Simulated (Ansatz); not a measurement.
Input

```
crystal:
  periodic: [false, false, false]
  atoms:
    - {symbol: O, position_ang: [-0.967813, -0.272789, -0.326654]}
    - {symbol: Si, position_ang: [0.845587, -1.223206, 0.547798]}
    - {symbol: Si, position_ang: [0.748517, 1.061138, 0.155490]}
    - {symbol: H, position_ang: [-1.233557, -0.441870, -1.243866]}
    - {symbol: H, position_ang: [1.327455, -0.252446, -0.777890]}
    - {symbol: H, position_ang: [-1.764847, -0.212407, 0.222337]}
basis:
  gaussian: {orbitals: def2-TZVPP}
total_charge: 1
hamiltonian: {xc: pbe0, dispersion: d4}
output: {orbitals: {seedname: orbitals}}
```

Run with:

```sh
ansatz run in.yaml --threads 2 --pin off --events-out ev --progress --plain --max-ram 4352MiB
```

Geometry: PBE0-D4/def2-TZVP.

Computed with Ansatz, RKS PBE0-D4/def2-TZVPP.

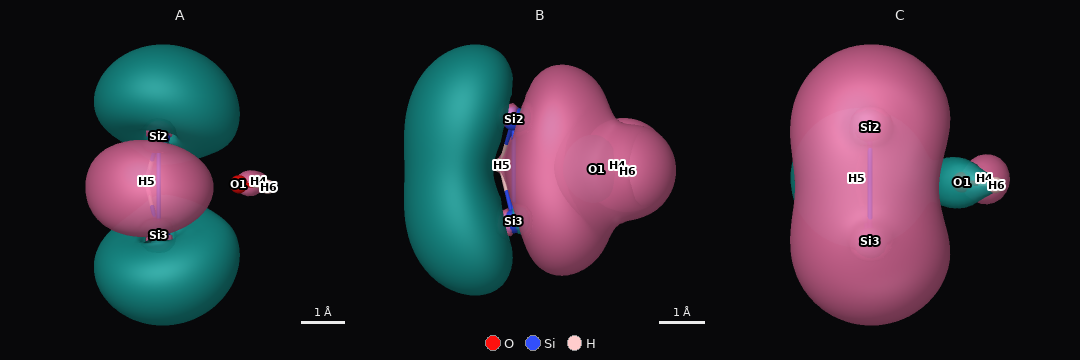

H$_{3}$OSi$_{2}$ (charge +1). Three frontier orbitals at ±0.06 Å⁻³ᐟ² (teal and pink are the two phases), in no order.

Question: Which picture is the HOMO−1, the HOMO and the LUMO?

Answer: C is the HOMO−1 (−13.91 eV). By Hirshfeld shares it lies mainly on Si2 (about 40 %), Si3 (about 40 %) and H5 (about 20 %). A is the HOMO (−11.08 eV). It lies mainly on Si2 (about 50 %) and Si3 (about 50 %). B is the LUMO (−7.87 eV). It lies mainly on Si2 (about 40 %), Si3 (about 40 %) and O1 (about 10 %).

Question: What is the HOMO–LUMO gap?

Answer: 3.21 eV between the orbital energies.
